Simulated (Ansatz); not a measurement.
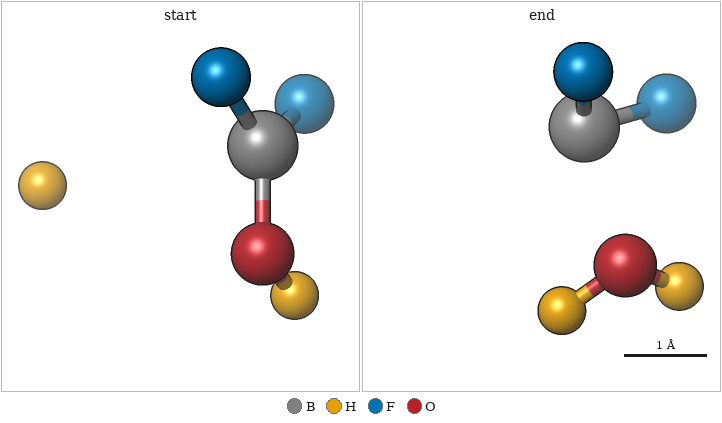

The two relaxed end points of a path for BH$_{2}$OF$_{2}$ (multiplicity 2), made up at the start of BHOF₂ and H. Style: ball-and-stick. Shown at a tilt.

These are results of UKS B3LYP-D4/cc-pVDZ in Ansatz 0.2.0, not measurements.

Run with 5 movable images; climbing image; force threshold 0.03 eV/Å; iteration limit 60.

Start:
```xyz
6

B     0.0169   -0.5995    0.6090
H     0.0692    2.3669    1.1405
F     1.0902   -0.5273   -0.1740
F    -1.1913   -0.5490    0.0313
O     0.1736   -0.7272    1.9423
H    -0.6731   -0.7650    2.4080
```

End:
```xyz
6

B    -0.0668   -0.2210    0.0681
H     0.0833    1.1689    1.8826
F     1.1311   -0.7423   -0.2682
F    -1.1170   -1.0856    0.1607
O     0.1395    0.1984    1.8500
H    -0.6845   -0.1196    2.2638
```

> What barrier does the band find between them, and by what path?

Forward barrier 135.6 kJ/mol, backward barrier 36.7 kJ/mol, with image 5 at the top; the reaction energy is +98.9 kJ/mol. Breaking: B1–O5 (1.35 → 1.64 at the top → 1.84 Å). Forming: H2–O5 (3.20 → 1.13 at the top → 0.97 Å). The band is converged. At the top, the vibrational analysis gives one imaginary mode (1171i cm⁻¹), as a transition state must have.

Energies of the converged images:

```
image  path (Å)  E (kJ/mol)
    0      0.00         0.0
    1      0.40         0.5
    2      0.80         5.5
    3      1.20        21.2
    4      1.61        62.8
    5      2.01       135.6
    6      2.73        98.9
```

The geometry at the top of the path:

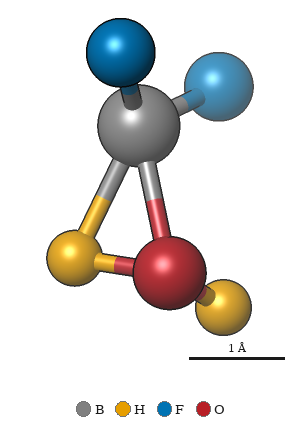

Limits of the set-up: the start holds two separate molecules, 3.0 Å apart at their closest, whose relative position is a soft coordinate.

Cost: 2.7 min on 2 threads of Arm Neoverse V1 (shared host), peak memory 0.15 GiB.
